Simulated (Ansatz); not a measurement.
# C₂H₉NSi: geometry relaxation

C₂H₉NSi, computed with RKS r2SCAN-D4/STO-3G (Ansatz 0.2.0).

It belongs to a series of runs on one base structure; here: start relaxed. Figures and captions count atoms from 1; the log counts them from 0 in places.

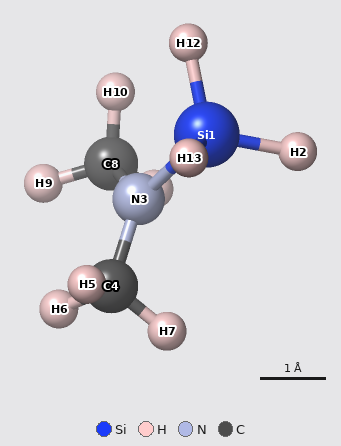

Fig. 1: The starting structure (ball-and-stick view, seen at an oblique angle; atoms are numbered from 1 in the order of the input).

### Summary

- outcome: converged
- total energy: −11449.3830 eV
- mean-field energy: −11449.3198 eV
- largest force (length of the vector) at the end: 0.011 eV/Å
- hardware: 1 thread of Arm Neoverse V2, 24 GiB of memory available, shared host
- wall time: 29 s
- peak memory: 0.14 GiB

### Input
```yaml
crystal:
  periodic: [false, false, false]
  atoms:
    - { symbol: Si, position_ang: [0.0, 0.0, 0.0] }
    - { symbol: H, position_ang: [0.0, 0.0, 1.46] }
    - { symbol: "N", position_ang: [1.7163, 0.0, -0.6061] }
    - { symbol: C, position_ang: [2.4072, -1.273, -0.8567] }
    - { symbol: H, position_ang: [1.7433, -1.947, -1.4373] }
    - { symbol: H, position_ang: [3.3364, -1.083, -1.4334] }
    - { symbol: H, position_ang: [2.6645, -1.7518, 0.1112] }
    - { symbol: C, position_ang: [2.4114, 1.273, -0.8449] }
    - { symbol: H, position_ang: [3.0382, 1.1875, -1.757] }
    - { symbol: H, position_ang: [1.6647, 2.0824, -0.9844] }
    - { symbol: H, position_ang: [3.0569, 1.5118, 0.0259] }
    - { symbol: H, position_ang: [-0.6877, 1.1914, -0.4862] }
    - { symbol: H, position_ang: [-0.6877, -1.1914, -0.4862] }
basis:
  gaussian: { orbitals: STO-3G }
hamiltonian:
  xc: r2scan
  dispersion: d4
relax:
  f_tol: 0.02
  max_steps: 40
```

Command:
```bash
ansatz run input.yaml --threads 1 --pin off --max-ram 2048MiB --backend cpu --events-out ev --progress --plain --runs-dir out
```

### What the program printed
```
The last accepted step is kept in [file] (removed where the run ends without a failure and the disk answers)
Engine: ansatz 0.2.0, aarch64-unknown-linux-gnu
Functional definition: r2SCAN
  parameter k0 = 0.174
  parameter k1 = 0.065
  parameter a1 = 4.9479
  exchange = r2scan_x(k0 = k0, k1 = k1, a1 = a1)
  correlation = r2scan_c
474 factors; integrals over basis functions are off by at most 9.5e-6 eV
mean field evaluation 1: about -11447.5555 eV, gradient 2.2e1 eV
mean field evaluation 2: about -11447.2105 eV, gradient 2.5e1 eV
mean field evaluation 4: about -11449.0217 eV, gradient 3.9e-1 eV
mean field evaluation 8: about -11448.9192 eV, gradient 3.4e-2 eV
mean field -11448.91921334 eV, -420.7400207340 hartree, gradient 4.1e-5 eV, S^2 0.000000; 0 other end points of the search recorded, 0 dependent functions left out
the calculation of the forces begins
reference -11448.91922024 eV, -420.7400209875 hartree; 21, 21 occupied and 12, 12 virtual orbitals, 474 factors
relax step   1: F+E_penalty+E_count = -11448.98153008 eV  Δ(F+E_penalty+E_count) = +0.000e0 eV  max|allowed force component| = 2.911e0 eV/Å  Δτ_max = 0.0000 Å  (20 SCF iters, accepted)
these checks for a lower state are left out or cut short: starts, cluster_reference, orbital_swaps, neighbouring_geometries, increment
474 factors; integrals over basis functions are off by at most 1.2e-5 eV
mean field evaluation 16: about -11449.1130 eV, gradient 2.4e-1 eV
mean field -11449.11323907 eV, -420.7471510483 hartree, gradient 7.6e-6 eV, S^2 0.000000; 0 other end points of the search recorded, 0 dependent functions left out
the calculation of the forces begins
reference -11449.11324597 eV, -420.7471513018 hartree; 21, 21 occupied and 12, 12 virtual orbitals, 474 factors
relax step   2: F+E_penalty+E_count = -11449.17562150 eV  Δ(F+E_penalty+E_count) = -1.941e-1 eV  max|allowed force component| = 8.183e-1 eV/Å  Δτ_max = 0.0942 Å  (24 SCF iters, accepted)
these checks for a lower state are left out or cut short: starts, cluster_reference, orbital_swaps, neighbouring_geometries, increment
474 factors; integrals over basis functions are off by at most 1.8e-5 eV
mean field -11449.18463651 eV, -420.7497748558 hartree, gradient 1.2e-5 eV, S^2 0.000000; 0 other end points of the search recorded, 0 dependent functions left out
the calculation of the forces begins
reference -11449.18464333 eV, -420.7497751061 hartree; 21, 21 occupied and 12, 12 virtual orbitals, 474 factors
relax step   3: F+E_penalty+E_count = -11449.24731410 eV  Δ(F+E_penalty+E_count) = -7.169e-2 eV  max|allowed force component| = 4.236e-1 eV/Å  Δτ_max = 0.1218 Å  (23 SCF iters, accepted)
these checks for a lower state are left out or cut short: starts, cluster_reference, orbital_swaps, neighbouring_geometries, increment
474 factors; integrals over basis functions are off by at most 2.9e-5 eV
mean field evaluation 32: about -11449.2347 eV, gradient 1.3e-3 eV
mean field -11449.23465599 eV, -420.7516130377 hartree, gradient 1.5e-5 eV, S^2 0.000000; 0 other end points of the search recorded, 0 dependent functions left out
the calculation of the forces begins
reference -11449.23466272 eV, -420.7516132849 hartree; 21, 21 occupied and 12, 12 virtual orbitals, 474 factors
relax step   4: F+E_penalty+E_count = -11449.29757946 eV  Δ(F+E_penalty+E_count) = -5.027e-2 eV  max|allowed force component| = 1.164e0 eV/Å  Δτ_max = 0.1946 Å  (22 SCF iters, accepted)
these checks for a lower state are left out or cut short: starts, cluster_reference, orbital_swaps, neighbouring_geometries, increment
474 factors; integrals over basis functions are off by at most 3.1e-5 eV
mean field -11449.29306359 eV, -420.7537594773 hartree, gradient 1.7e-5 eV, S^2 0.000000; 0 other end points of the search recorded, 0 dependent functions left out
the calculation of the forces begins
reference -11449.29307023 eV, -420.7537597214 hartree; 21, 21 occupied and 12, 12 virtual orbitals, 474 factors
relax step   5: F+E_penalty+E_count = -11449.35619375 eV  Δ(F+E_penalty+E_count) = -5.861e-2 eV  max|allowed force component| = 5.053e-1 eV/Å  Δτ_max = 0.1999 Å  (22 SCF iters, accepted)
these checks for a lower state are left out or cut short: starts, cluster_reference, orbital_swaps, neighbouring_geometries, increment
476 factors; integrals over basis functions are off by at most 3.0e-5 eV
mean field -11449.31372297 eV, -420.7545186955 hartree, gradient 1.1e-5 eV, S^2 0.000000; 0 other end points of the search recorded, 0 dependent functions left out
the calculation of the forces begins
reference -11449.31372953 eV, -420.7545189367 hartree; 21, 21 occupied and 12, 12 virtual orbitals, 476 factors
relax step   6: F+E_penalty+E_count = -11449.37698132 eV  Δ(F+E_penalty+E_count) = -2.079e-2 eV  max|allowed force component| = 1.753e-1 eV/Å  Δτ_max = 0.1366 Å  (24 SCF iters, accepted)
these checks for a lower state are left out or cut short: starts, cluster_reference, orbital_swaps, neighbouring_geometries, increment
475 factors; integrals over basis functions are off by at most 3.7e-5 eV
mean field -11449.31910107 eV, -420.7547163372 hartree, gradient 1.5e-5 eV, S^2 0.000000; 0 other end points of the search recorded, 0 dependent functions left out
the calculation of the forces begins
reference -11449.31910764 eV, -420.7547165785 hartree; 21, 21 occupied and 12, 12 virtual orbitals, 475 factors
relax step   7: F+E_penalty+E_count = -11449.38231167 eV  Δ(F+E_penalty+E_count) = -5.330e-3 eV  max|allowed force component| = 1.718e-1 eV/Å  Δτ_max = 0.0397 Å  (23 SCF iters, accepted)
these checks for a lower state are left out or cut short: starts, cluster_reference, orbital_swaps, neighbouring_geometries, increment
475 factors; integrals over basis functions are off by at most 3.6e-5 eV
mean field -11449.31976601 eV, -420.7547407731 hartree, gradient 2.1e-5 eV, S^2 0.000000; 0 other end points of the search recorded, 0 dependent functions left out
the calculation of the forces begins
reference -11449.31977258 eV, -420.7547410145 hartree; 21, 21 occupied and 12, 12 virtual orbitals, 475 factors
relax step   8: F+E_penalty+E_count = -11449.38296182 eV  Δ(F+E_penalty+E_count) = -6.502e-4 eV  max|allowed force component| = 2.347e-2 eV/Å  Δτ_max = 0.0137 Å  (18 SCF iters, accepted)
these checks for a lower state are left out or cut short: starts, cluster_reference, orbital_swaps, neighbouring_geometries, increment
475 factors; integrals over basis functions are off by at most 3.5e-5 eV
mean field evaluation 64: about -11449.3198 eV, gradient 2.1e-5 eV
mean field -11449.31980463 eV, -420.7547421925 hartree, gradient 1.6e-5 eV, S^2 0.000000; 0 other end points of the search recorded, 0 dependent functions left out
the calculation of the forces begins
reference -11449.31981120 eV, -420.7547424339 hartree; 21, 21 occupied and 12, 12 virtual orbitals, 475 factors
relax step   9: F+E_penalty+E_count = -11449.38299992 eV  Δ(F+E_penalty+E_count) = -3.809e-5 eV  max|allowed force component| = 9.466e-3 eV/Å  Δτ_max = 0.0024 Å  (18 SCF iters, accepted)
```

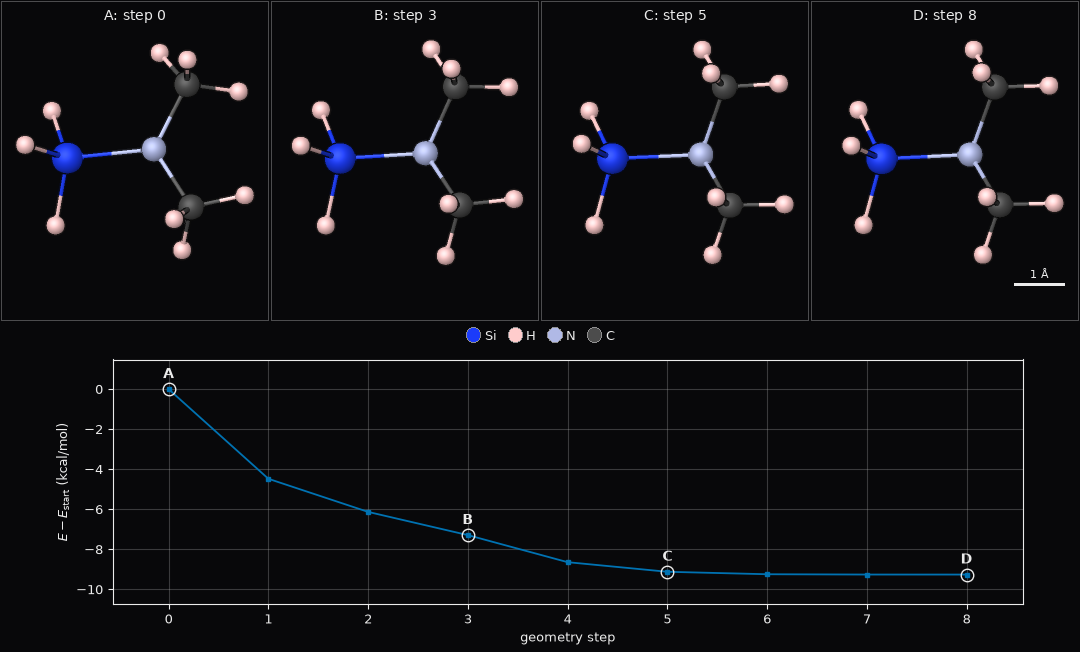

Fig. 2: Frames of the relaxation (ball-and-stick view, seen at a tilt) above the curves, on which the letters mark them (the first geometry is step 0 here and step 1 in the log).

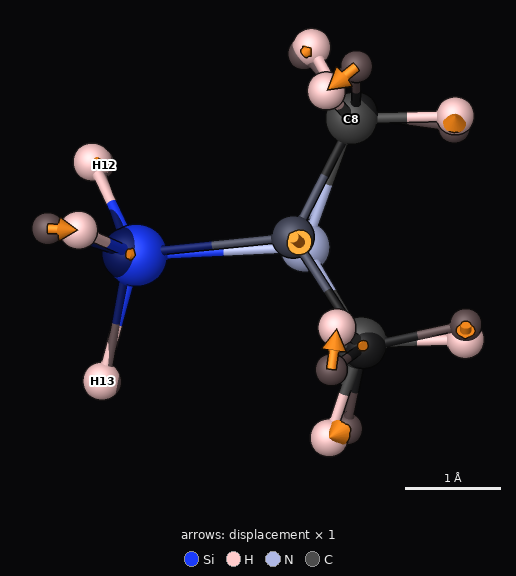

Fig. 3: Start (faint) and end (solid) with the displacements as orange arrows, at true length (ball-and-stick view, seen at a tilt). The two geometries are laid on each other by the best rigid fit. The largest move after the best rigid fit is that of N3, 0.53 Å. By element the largest moves are N 0.53 Å, H 0.45 Å, Si 0.10 Å, C 0.09 Å. Among the contacts that change: N3–C4 1.470 → 1.502 Å, Si1–N3 1.820 → 1.790 Å, Si1–H12 1.459 → 1.445 Å, C4–H5 1.110 → 1.103 Å. Among the angles that change: C4–N3–C8 120.0° → 108.4°, Si1–N3–C4 120.0° → 112.1°, N3–C8–H11 109.5° → 114.3°. Over 8 geometry steps the energy falls by 9.26 kcal/mol. Largest force component: 2.9 eV/Å at the start, 0.0095 eV/Å at the end. (Atoms are counted from 1 in the order of the input.)

```
475 factors; integrals over basis functions are off by at most 3.5e-5 eV
mean field -11449.31980463 eV, -420.7547421925 hartree, gradient 1.6e-5 eV, S^2 0.000000; 1 other end points of the search recorded, 0 dependent functions left out
the calculation of the forces begins
reference -11449.31981120 eV, -420.7547424339 hartree; 21, 21 occupied and 12, 12 virtual orbitals, 475 factors
Total energy: -11449.38300649 eV, -420.7570648178 hartree
Atom 0 at     0.036511    -0.005973    -0.093125 Å, force     0.005107     0.000141    -0.003175 eV/Å
Atom 1 at     0.313375    -0.049431     1.333975 Å, force     0.000910    -0.000468    -0.000536 eV/Å
Atom 2 at     1.516615     0.017057    -1.098705 Å, force     0.002564     0.001357     0.002959 eV/Å
Atom 3 at     2.355094    -1.212281    -0.896205 Å, force    -0.006016    -0.009466     0.001577 eV/Å
Atom 4 at     1.745532    -2.106056    -1.111695 Å, force     0.004192    -0.000542     0.000918 eV/Å
Atom 5 at     3.205231    -1.192125    -1.601218 Å, force    -0.001422     0.001076     0.000002 eV/Å
Atom 6 at     2.773737    -1.316204     0.129154 Å, force     0.000190     0.000936    -0.001912 eV/Å
Atom 7 at     2.368484     1.222119    -0.820193 Å, force    -0.006012     0.008720     0.001339 eV/Å
Atom 8 at     3.218274     1.237231    -1.525720 Å, force    -0.000960    -0.002365    -0.001008 eV/Å
Atom 9 at     1.768748     2.134241    -0.978602 Å, force     0.002507     0.001408     0.000557 eV/Å
Atom 10 at     2.788363     1.256916     0.209270 Å, force     0.000456    -0.000870    -0.000002 eV/Å
Atom 11 at    -0.707787     1.197729    -0.385660 Å, force    -0.000538     0.000409    -0.000398 eV/Å
Atom 12 at    -0.718678    -1.183323    -0.456377 Å, force    -0.000979    -0.000336    -0.000322 eV/Å
Dipole moment:     0.042407    -0.006334     0.194693 e Å
```

### Trajectory as extended XYZ (Å, eV, eV/Å), 9 frames, from step=1 to step=9
```
13
Properties=species:S:1:pos:R:3:forces:R:3 step=1 energy=-11448.98153
Si    0.0000    0.0000    0.0000    1.7104  -0.0463  -0.5551
H     0.0000    0.0000    1.4600   -0.1935  -0.0064  -0.1663
N     1.7163    0.0000   -0.6061   -2.9105   0.2511   0.0391
C     2.4072   -1.2730   -0.8567   -0.0385   0.6136   0.1770
H     1.7433   -1.9470   -1.4373    0.2579  -0.2128   0.0833
H     3.3364   -1.0830   -1.4334   -0.1933  -0.1894   0.1475
H     2.6645   -1.7518    0.1112    0.2799  -0.4701  -0.1942
C     2.4114    1.2730   -0.8449   -0.0075  -0.6565   0.1793
H     3.0382    1.1875   -1.7570    0.0590   0.2624   0.1436
H     1.6647    2.0824   -0.9844    0.2913  -0.0837   0.0409
H     3.0569    1.5118    0.0259    0.2891   0.5399  -0.1666
H    -0.6877    1.1914   -0.4862    0.2317  -0.1669   0.1373
H    -0.6877   -1.1914   -0.4862    0.2242   0.1651   0.1343
13
Properties=species:S:1:pos:R:3:forces:R:3 step=2 energy=-11449.17562
Si   -0.0001    0.0000    0.0006    0.8183   0.0386  -0.2640
H    -0.0440   -0.0050    1.4544    0.0113  -0.0041  -0.0008
N     1.6429    0.0043   -0.6650   -0.8130   0.0239  -0.1000
C     2.3812   -1.2625   -0.8520    0.0992  -0.0211   0.0251
H     1.7761   -2.0109   -1.4103   -0.0128   0.1913   0.1091
H     3.2954   -1.0718   -1.4409   -0.0258   0.0198  -0.0160
H     2.7016   -1.7566    0.0935    0.0053   0.0946   0.0350
C     2.4071    1.2585   -0.8375   -0.0212  -0.0824   0.0644
H     3.0569    1.2093   -1.7341   -0.0495  -0.1043   0.0255
H     1.7061    2.1007   -0.9848   -0.0219  -0.0636   0.0274
H     3.0655    1.5314    0.0180   -0.0114  -0.0935   0.0791
H    -0.6622    1.2014   -0.4656   -0.0009  -0.0423   0.0167
H    -0.6629   -1.1988   -0.4715    0.0223   0.0430  -0.0016
13
Properties=species:S:1:pos:R:3:forces:R:3 step=3 energy=-11449.24731
Si    0.0144    0.0021   -0.0221   -0.2061   0.0091   0.0680
H     0.0042   -0.0098    1.4321    0.0715  -0.0026   0.0330
N     1.5830    0.0063   -0.7710    0.4236  -0.0187  -0.3965
C     2.3711   -1.2454   -0.8570    0.0082  -0.3502   0.0923
H     1.7730   -2.0607   -1.3288    0.0722   0.3369   0.1776
H     3.2569   -1.0731   -1.4933   -0.0176   0.0021  -0.0140
H     2.7430   -1.6478    0.1203   -0.0809   0.2276  -0.1547
C     2.3963    1.2426   -0.8325    0.0611   0.1300   0.1740
H     3.0734    1.2199   -1.7096   -0.0533  -0.0990   0.0396
H     1.7281    2.1152   -0.9528   -0.0150  -0.0764   0.0228
H     3.0374    1.4427    0.0618   -0.1449  -0.1568  -0.0670
H    -0.6615    1.2016   -0.4621   -0.0574   0.0170   0.0167
H    -0.6559   -1.1936   -0.4800   -0.0615  -0.0192   0.0082
13
Properties=species:S:1:pos:R:3:forces:R:3 step=4 energy=-11449.29758
Si    0.0194    0.0005   -0.0656   -0.7445   0.0104   0.4439
H     0.0905   -0.0190    1.3903    0.1278  -0.0015  -0.0547
N     1.5277    0.0101   -0.9277    1.1645  -0.0146  -0.3607
C     2.3663   -1.2242   -0.8703   -0.1046  -0.7161   0.2003
H     1.7583   -2.1180   -1.1858    0.3636   0.6921   0.2339
H     3.2052   -1.1094   -1.5883   -0.1150  -0.0974   0.1736
H     2.8125   -1.4676    0.1448   -0.2972   0.3128  -0.6626
C     2.3907    1.2259   -0.8222    0.0820   0.1912   0.2529
H     3.1206    1.2442   -1.6584   -0.0998  -0.0945   0.1301
H     1.7595    2.1302   -0.9104    0.0222  -0.1051   0.0247
H     2.9813    1.3180    0.1322   -0.3169  -0.1669  -0.3616
H    -0.6873    1.2016   -0.4507   -0.0336  -0.0116  -0.0072
H    -0.6812   -1.1924   -0.4830   -0.0485   0.0013  -0.0125
13
Properties=species:S:1:pos:R:3:forces:R:3 step=5 energy=-11449.35619
Si    0.0187   -0.0018   -0.1032   -0.0314   0.0254   0.1240
H     0.2771    0.0083    1.3240   -0.1661  -0.0190   0.1577
N     1.5264    0.0181   -1.0189    0.3349  -0.0213  -0.5053
C     2.3508   -1.2236   -0.8809    0.0158  -0.0493   0.1071
H     1.7307   -2.1108   -1.1263    0.1123   0.2238   0.0707
H     3.1985   -1.1870   -1.5946   -0.1061   0.0142   0.1005
H     2.7788   -1.3721    0.1430   -0.0653   0.0155  -0.2279
C     2.3809    1.2284   -0.8096    0.0590  -0.0250   0.0910
H     3.1518    1.2914   -1.6040   -0.0632  -0.0958   0.0979
H     1.7592    2.1394   -0.8730   -0.0179  -0.0866   0.0087
H     2.9111    1.2407    0.1725   -0.0646   0.0186  -0.1028
H    -0.7340    1.1817   -0.4609    0.0083  -0.0460   0.0328
H    -0.6865   -1.2128   -0.4630   -0.0157   0.0455   0.0455
13
Properties=species:S:1:pos:R:3:forces:R:3 step=6 energy=-11449.37698
Si    0.0558   -0.0016   -0.0929   -0.1359  -0.0208  -0.0829
H     0.3254   -0.0134    1.3373    0.0527   0.0027  -0.0453
N     1.5249    0.0178   -1.1171   -0.1610   0.0253   0.0246
C     2.3474   -1.2190   -0.9042    0.1561  -0.0254   0.0129
H     1.7269   -2.1046   -1.1215    0.0060  -0.0042   0.0011
H     3.2087   -1.2196   -1.5978   -0.0516   0.0412   0.0143
H     2.7506   -1.3208    0.1271    0.0260  -0.0308   0.0038
C     2.3644    1.2252   -0.8173    0.1753   0.0234   0.0020
H     3.2176    1.2759   -1.5197   -0.0611  -0.0572   0.0194
H     1.7510    2.1317   -0.9539    0.0086   0.0017   0.0065
H     2.7810    1.2368    0.2137    0.0207   0.0469   0.0020
H    -0.7049    1.1842   -0.4131   -0.0090   0.0193   0.0246
H    -0.6853   -1.1927   -0.4357   -0.0270  -0.0221   0.0170
13
Properties=species:S:1:pos:R:3:forces:R:3 step=7 energy=-11449.38231
Si    0.0375   -0.0051   -0.0970   -0.0974   0.0005   0.0859
H     0.3229   -0.0388    1.3281   -0.0072  -0.0068   0.0193
N     1.5134    0.0162   -1.1010    0.1718  -0.0082  -0.0519
C     2.3552   -1.2134   -0.8969   -0.0518   0.0680  -0.0296
H     1.7506   -2.1078   -1.1197   -0.0152  -0.0219  -0.0005
H     3.2086   -1.1865   -1.5975    0.0069  -0.0057   0.0039
H     2.7670   -1.3182    0.1304    0.0122  -0.0028   0.0137
C     2.3678    1.2211   -0.8185   -0.0457  -0.0612  -0.0237
H     3.2166    1.2366   -1.5249    0.0064   0.0022   0.0030
H     1.7687    2.1331   -0.9739   -0.0118   0.0319  -0.0036
H     2.7870    1.2513    0.2110    0.0066   0.0003   0.0071
H    -0.7107    1.1968   -0.3886    0.0079  -0.0074  -0.0127
H    -0.7211   -1.1852   -0.4465    0.0174   0.0111  -0.0109
13
Properties=species:S:1:pos:R:3:forces:R:3 step=8 energy=-11449.38296
Si    0.0376   -0.0058   -0.0932   -0.0146  -0.0023   0.0019
H     0.3150   -0.0486    1.3337    0.0007   0.0004   0.0010
N     1.5170    0.0170   -1.0988   -0.0094  -0.0065   0.0049
C     2.3547   -1.2135   -0.8963    0.0026   0.0235  -0.0009
H     1.7460   -2.1075   -1.1135   -0.0012   0.0075   0.0011
H     3.2052   -1.1914   -1.6007    0.0069  -0.0070  -0.0011
H     2.7726   -1.3181    0.1293   -0.0004  -0.0006  -0.0025
C     2.3677    1.2231   -0.8197    0.0099  -0.0199  -0.0057
H     3.2178    1.2366   -1.5250    0.0047   0.0079   0.0022
H     1.7685    2.1354   -0.9794   -0.0009  -0.0059   0.0002
H     2.7869    1.2582    0.2100    0.0001   0.0016  -0.0019
H    -0.7071    1.1975   -0.3863    0.0001   0.0016   0.0013
H    -0.7185   -1.1830   -0.4552    0.0015  -0.0004  -0.0005
13
Properties=species:S:1:pos:R:3:forces:R:3 step=9 energy=-11449.38300
Si    0.0365   -0.0060   -0.0931    0.0051   0.0001  -0.0032
H     0.3134   -0.0494    1.3340    0.0009  -0.0005  -0.0005
N     1.5166    0.0171   -1.0987    0.0026   0.0014   0.0030
C     2.3551   -1.2123   -0.8962   -0.0060  -0.0095   0.0016
H     1.7455   -2.1061   -1.1117    0.0042  -0.0005   0.0009
H     3.2052   -1.1921   -1.6012   -0.0014   0.0011   0.0000
H     2.7737   -1.3162    0.1292    0.0002   0.0009  -0.0019
C     2.3685    1.2221   -0.8202   -0.0060   0.0087   0.0013
H     3.2183    1.2372   -1.5257   -0.0010  -0.0024  -0.0010
H     1.7687    2.1342   -0.9786    0.0025   0.0014   0.0006
H     2.7884    1.2569    0.2093    0.0005  -0.0009   0.0000
H    -0.7078    1.1977   -0.3857   -0.0005   0.0004  -0.0004
H    -0.7187   -1.1833   -0.4564   -0.0010  -0.0003  -0.0003
```
